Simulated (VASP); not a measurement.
Band structure of Cr (bcc, AFM order). All values below come from PBEsol GGA, VASP's PBE PAW potentials (set 64) (plane waves; VASP 6.6.1).

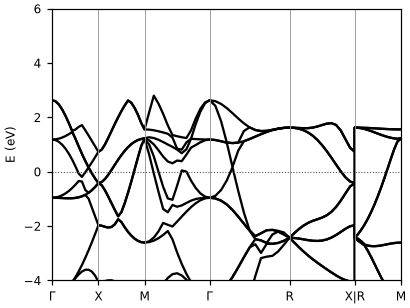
Bands along high-symmetry lines, zero at the valence-band maximum or, without a gap, the Fermi level

Question: Read the plot: is there a gap, and where are the band edges?

Answer: It has no gap at this level: it comes out as a metal or semimetal. (Edges off the drawn lines would not show.)

The compound is Cr in the bcc, AFM order structure. It was relaxed first, which changed the volume by -7 %. The run is not spin-polarised, so no magnetic state was tried.
